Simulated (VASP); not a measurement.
```xyz
20
Lattice="-5.8700 5.8700 5.8700 5.8700 -5.8700 5.8700 5.8700 5.8700 -5.8700" Properties=species:S:1:pos:R:3 pbc="T T T"
Cs    0.0000    0.0000    0.0000
Cs    0.0000    0.0000    5.8700
Cs    0.0000    5.8700    0.0000
Cs    5.8700    0.0000    0.0000
Be    2.9350    2.9350    2.9350
Pb    2.9350    2.9350   -2.9350
Pb    2.9350   -2.9350    2.9350
Pb   -2.9350    2.9350    2.9350
Br    0.3143    2.9350    2.9350
Br    5.8700   -2.9350    2.9350
Br    5.8700    2.9350   -2.9350
Br    5.5557    2.9350    2.9350
Br    2.9350    0.3143    2.9350
Br   -2.9350    5.8700    2.9350
Br    2.9350    5.5557    2.9350
Br    2.9350    5.8700   -2.9350
Br    2.9350    2.9350    0.3143
Br    2.9350    2.9350    5.5557
Br   -2.9350    2.9350    5.8700
Br    2.9350   -2.9350    5.8700
```

All numbers below come from Kohn-Sham DFT of a periodic cell, PBE, VASP PAW PBE potentials, recommended in VASP 6.6.1.

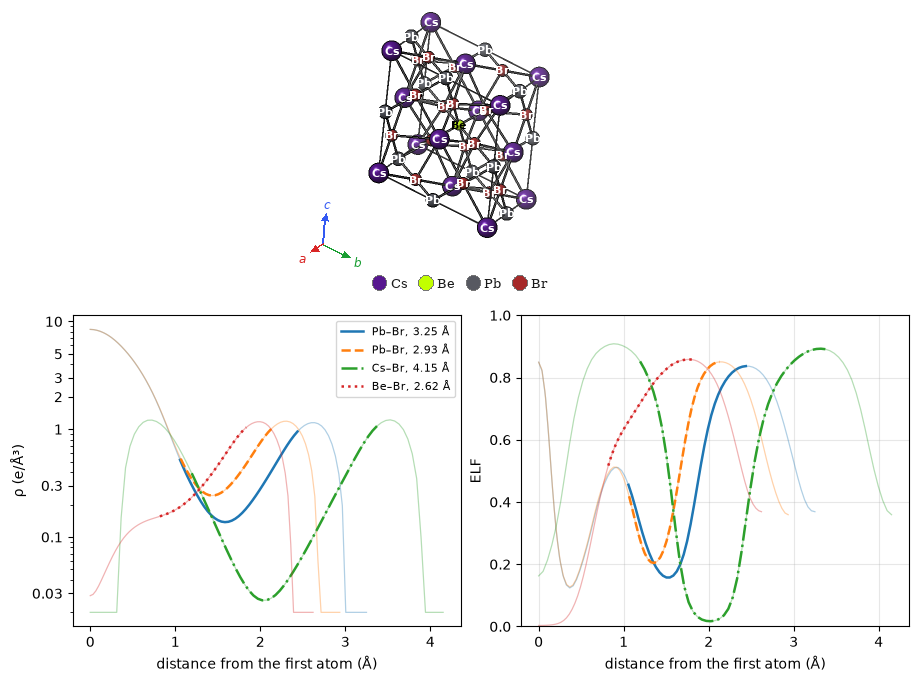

Cs4BePb3Br12 (cell with a defect). Valence pseudo-density and electron localisation function along straight lines between neighbouring atoms. Thin, pale parts lie inside the atomic spheres. The structure is drawn too.

In a PAW calculation such maps are meaningful between the atoms, not at the nuclei.

### What can be read from the curves?

Pb–Br (3.25 Å): ρ at the midpoint is about 0.14 e/Å³; the ELF is about 0.20 at the midpoint; no localised pair shows between them.
Pb–Br (2.93 Å): the density is about 0.24 e/Å³ at the midpoint; the ELF is about 0.25 at the midpoint.
Cs–Br (4.15 Å): the density is about 0.03 e/Å³ at the midpoint; the ELF is about 0 at the midpoint; a largely ionic contact.
Be–Br (2.62 Å): the density is about 0.29 e/Å³ at the midpoint; the ELF is about 0.75 at the midpoint.
